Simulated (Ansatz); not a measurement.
# HF/3-21G run of SnNH4F (SMILES [NH2][SnH2][F])

What is the electronic atomisation energy of SnNH4F at HF/3-21G? 

The results are computed with Ansatz 0.2.0.

59 further runs of the same task are left out: 1 that didn't finish, 58 set aside as unsound or not needed.

## (1) The system as given

SnNH4F has 7 atoms, charge 0, and is taken as a singlet. As SMILES, `[NH2][SnH2][F]`. The shape is that of a PBE0-D4/def2-TZVP optimisation. This is one conformer, not always the lowest.

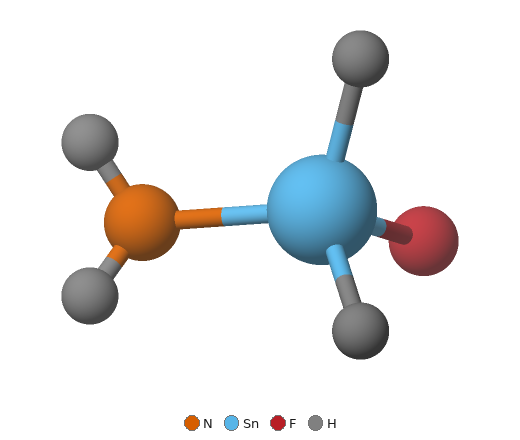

The structure, seen from a chosen angle (nitrogen orange, tin blue, fluorine red, hydrogen grey).

## (2) A single-point energy at HF/3-21G

The input, run.yaml:

```yaml
crystal:
  periodic: [false, false, false]
  atoms:
    - {symbol: N, position_ang: [-0.824600, 0.088300, -0.943000]}
    - {symbol: Sn, position_ang: [0.497700, -0.065100, 0.542900]}
    - {symbol: F, position_ang: [0.233900, -1.827500, 1.272400]}
    - {symbol: H, position_ang: [-1.584200, 0.741400, -0.829600]}
    - {symbol: H, position_ang: [-0.469500, 0.125500, -1.885700]}
    - {symbol: H, position_ang: [0.113100, 0.971100, 1.833800]}
    - {symbol: H, position_ang: [2.094900, -0.101800, -0.036600]}
basis:
  gaussian: {orbitals: 3-21G-spherical.json}
hamiltonian: {xc: hf}
accuracy: high
output: {orbitals: {seedname: orbitals}}
```

The basis set 3-21G is read from a file made from the Basis Set Exchange's data (not shown).

Launch:

```
$ ansatz run run.yaml --threads 1 --pin off --max-ram 3480MiB --events-out events.jsonl --progress --plain --runs-dir runs
```

The program printed:

```text
Warning: RAYON_NUM_THREADS=1 ignored (pool sized by the plan → 1); use --threads N
Functional definition: HF
  name "HF"
  exchange = exact_x
  correlation = 0
1206 factors; integrals over basis functions are off by at most 1.3e-8 eV
mean field evaluation 1: about -167392.6171 eV, gradient 3.8e1 eV
mean field evaluation 2: about -167392.8088 eV, gradient 3.9e1 eV
mean field evaluation 4: about -167395.5799 eV, gradient 1.5e0 eV
mean field evaluation 8: about -167395.6070 eV, gradient 1.7e-1 eV
mean field evaluation 16: about -167395.6071 eV, gradient 8.9e-9 eV
mean field -167395.60714895 eV, -6151.6750979060 hartree, gradient 1.3e-8 eV, S^2 0.000000; 0 other end points of the search recorded, 0 dependent functions left out
reference -167395.60714895 eV, -6151.6750979060 hartree; 35, 35 occupied and 22, 22 virtual orbitals, 1206 factors
Total energy: -167395.60714895 eV, -6151.6750979060 hartree
```

Wall time 1.2 s (1 thread of Intel Xeon Platinum 8488C (Sapphire Rapids), shared host); peak memory 0.16 GiB.

## (3) The F atom at the same level

The input, job.yaml:

```yaml
crystal:
  periodic: [false, false, false]
  atoms:
    - symbol: F
      position_ang: [0.000000, 0.000000, 0.000000]
basis:
  gaussian: {orbitals: 3-21G.json}
magnetization: {spin_polarized: true, initial_magnetization: 1}
hamiltonian: {xc: hf}
accuracy: high
```

The basis set 3-21G is read from a file made from the Basis Set Exchange's data (not shown).

Run the same way, it converges to -98.84501 Eh (log not shown).

## (4) The H atom, same level

The input, molecule.yaml:

```yaml
crystal:
  periodic: [false, false, false]
  atoms:
    - {symbol: H, position_ang: [0.000000, 0.000000, 0.000000]}
basis:
  gaussian:
    orbitals: 3-21G.json
magnetization:
  spin_polarized: true
  initial_magnetization: 1
hamiltonian:
  xc: hf
accuracy: high
```

The basis set 3-21G is read from a file made from the Basis Set Exchange's data (not shown).

Run the same way, it converges to -0.49620 Eh (log not shown).

## (5) The N atom

The input, molecule.yaml:

```yaml
crystal:
  periodic: [false, false, false]
  atoms:
    - {symbol: "N", position_ang: [0.000000, 0.000000, 0.000000]}
basis:
  gaussian:
    orbitals: 3-21G.json
magnetization:
  spin_polarized: true
  initial_magnetization: 3
hamiltonian:
  xc: hf
accuracy: high
```

The basis set 3-21G is read from a file made from the Basis Set Exchange's data (not shown).

Run the same way, it converges to -54.10539 Eh (log not shown).

## (6) The Sn atom

The input, job.yaml:

```yaml
crystal:
  periodic: [false, false, false]
  atoms:
    - {symbol: Sn, position_ang: [0.000000, 0.000000, 0.000000]}
basis:
  gaussian:
    orbitals: 3-21G-spherical.json
magnetization:
  spin_polarized: true
  initial_magnetization: 2
hamiltonian:
  xc: hf
accuracy: high
```

The basis set 3-21G is read from a file made from the Basis Set Exchange's data (not shown).

Run the same way, it converges to -5996.26828 Eh (log not shown).

## (7) What came out

At HF/3-21G:

| quantity | value |
| --- | --- |
| molecule: total energy | -6151.67510 Eh |
| molecule: HOMO energy | -10.74 eV |
| molecule: LUMO energy | 3.49 eV |
| molecule: HOMO–LUMO gap | 14.23 eV |
| F atom: total energy | -98.84501 Eh |
| F atom: ⟨S²⟩ | 0.750 |
| H atom: total energy | -0.49620 Eh |
| H atom: ⟨S²⟩ | 0.750 |
| N atom: total energy | -54.10539 Eh |
| N atom: ⟨S²⟩ | 3.752 |
| Sn atom: total energy | -5996.26828 Eh |
| Sn atom: ⟨S²⟩ | 2.001 |
| electronic atomisation energy | 12.834 eV |

**Reading.** Taking the molecule apart into free atoms costs 12.83 eV (296 kcal/mol), before zero-point energy and without spin-orbit coupling. Hartree–Fock lacks the correlation of the bonding pairs, which as a rule makes this value much too low; in minimal bases other errors can mask that. The basis has no polarisation functions, which makes bonds too weak. Relativity is left out (molecule) although the molecule holds a heavy atom. Relativity is left out (Sn atom) although the molecule holds a heavy atom.
